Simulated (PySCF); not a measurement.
Dissociation curve of Na2, singlet.

- NEVPT2 = SC-NEVPT2 on CASSCF(2,2)/cc-pVDZ, all electrons correlated run with PySCF
- UHF/cc-pVDZ (PySCF)
- UKS-PBE = unrestricted PBE/cc-pVDZ (PySCF)

Energies are in kcal/mol, each relative to the lowest point of its own curve near equilibrium.

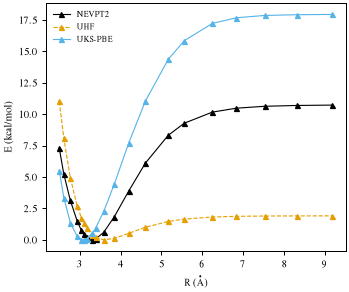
Energy against bond length for each method.

```tsv
R / Å	NEVPT2	UHF	UKS-PBE
2.50	7.3	11.0	5.5
2.61	5.2	8.1	3.4
2.77	3.1	4.9	1.4
2.94	1.5	2.7	0.3
3.04	0.8	1.8	0.0
3.10	0.4	1.3	0.0
3.17	0.2	0.9	0.1
3.31	0.0	0.4	0.5
3.39	0.1	0.2	0.9
3.59	0.6	0.0	2.3
3.85	1.8	0.1	4.4
4.20	3.9	0.5	7.7
4.61	6.1	1.0	11.0
5.17	8.3	1.5	14.4
5.56	9.3	1.6	15.8
6.25	10.2	1.8	17.2
6.84	10.5	1.9	17.7
7.53	10.6	1.9	17.9
8.32	10.7	1.9	17.9
9.19	10.7	1.9	17.9
```

At the longest distance, 9.19 Å, UKS-PBE lies highest above its minimum (17.9 kcal/mol) and UHF lowest (1.9 kcal/mol).

The unrestricted determinant behind UHF is spin-contaminated at 2.50 to 9.19 Å (<S²> up to 1.0, against 0.00 for a pure singlet). The unrestricted determinant behind UKS-PBE is spin-contaminated at 4.20 to 9.19 Å (<S²> up to 1.0, against 0.00 for a pure singlet).
